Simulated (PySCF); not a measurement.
**Run report: O⁺, atomic calculation**

O⁺, configuration 1s2 2s2 2p2 3d1, multiplicity 4. Computed at this level: unrestricted HF, aug-cc-pVDZ, non-relativistic, point nucleus (PySCF).

**Input file**
```python
from pyscf import gto, scf, dft, mp, cc
import basis_set_exchange as bse
mol = gto.M(atom="O 0 0 0", charge=1, spin=3, symmetry="D2h",
            basis=gto.basis.parse(bse.get_basis("aug-cc-pVDZ", elements=["O"], fmt="nwchem")))
mf = scf.UHF(mol)
mf.irrep_nelec = {'Ag': (3, 2), 'B2u': (1, 0), 'B3u': (1, 0)}
mf.kernel()
```

The script is an equivalent of what the driver set up; the driver started from orbitals of its own, so the log can be shorter than this script's would be, and it computed the properties (radii, ⟨L²⟩, response) afterwards. It held the occupations shell by shell, which the script's counts by irreducible representation don't always enforce.

**The program's output (extracts)**
```
damping factor = 0
level_shift factor = 0
DIIS = <class 'pyscf.scf.diis.CDIIS'>
diis_start_cycle = 1
diis_space = 10
diis_damp = 0
SCF conv_tol = 1e-09
SCF conv_tol_grad = None
number electrons alpha = 5  beta = 2
cycle= 1 E= -72.9992712393485  delta_E= -0.00249  |g|= 0.0192  |ddm|= 0.126
cycle= 2 E= -72.9994674370909  delta_E= -0.000196  |g|= 0.0124  |ddm|= 0.0748
cycle= 3 E= -72.9993098534961  delta_E= 0.000158  |g|= 0.00627  |ddm|= 0.0729
cycle= 4 E= -72.9992387715912  delta_E= 7.11e-05  |g|= 0.000427  |ddm|= 0.024
cycle= 5 E= -72.9992388883741  delta_E= -1.17e-07  |g|= 4.58e-05  |ddm|= 0.00426
cycle= 6 E= -72.9992388882185  delta_E= 1.56e-10  |g|= 2.48e-06  |ddm|= 0.000342
converged SCF energy = -72.9992388882185  <S^2> = 3.7523554  2S+1 = 4.0011775
```

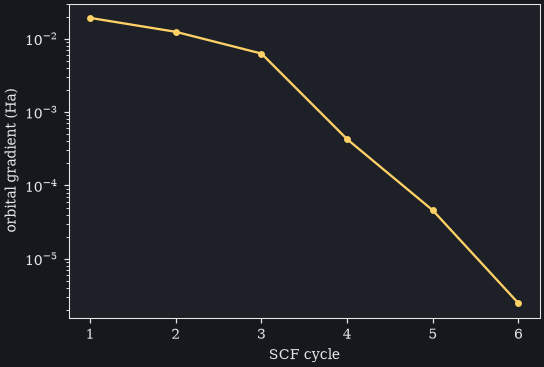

*Convergence: orbital gradient against the SCF cycle.*

The residual falls at every step. It goes from 0.019 to 2.5×10⁻⁶ in 6 steps.

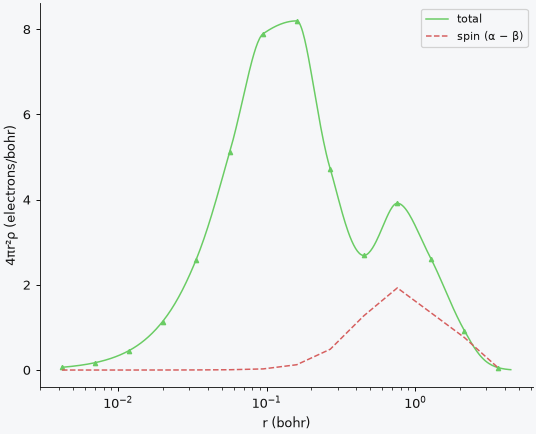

*Spherically averaged radial density 4πr²ρ of the mean field and its spin part; markers are the stored points, which are sparse, and the line is a monotone interpolation between them.*

The largest stored value is 8.20 electrons/bohr at r = 0.16 bohr. Root-mean-square radii of the shells: 1s 0.230, 2p 1.13, 2s 1.15, 3d 2.26 bohr. That of 3d is set by the basis, since the level lies above zero.

**Key numbers**

| quantity | value |
| --- | --- |
| outcome | converged; a filled orbital lies above zero |
| total energy | −72.999239 hartree |
| kinetic energy | 73.664713 hartree |
| −E/T (1 by the virial theorem at the basis-set limit) | 0.9910 |
| ⟨S²⟩ | 3.752 |
| ⟨L²⟩ | 8.00 |
| SCF iterations | 6 |
| hardware | 1 CPU thread, shared host |

**Notes**

The highest filled orbital (3d, 2.21 eV) lies above zero. In Hartree–Fock a filled orbital of a neutral or positive species feels an attractive Coulomb tail and is bound, so this shows that the basis lacks functions of the right size for that shell. Its level and radius, and the total energy, are faults of the basis and not properties of the atom. The driver held the occupations shell by shell, and empty p and s levels lie below the filled 3d. The script shown fixes the counts by irreducible representation only, so by itself it can fall to another configuration. This is not the ground configuration of the species. ⟨L²⟩ departs from that of the intended term, so the determinant mixes terms.
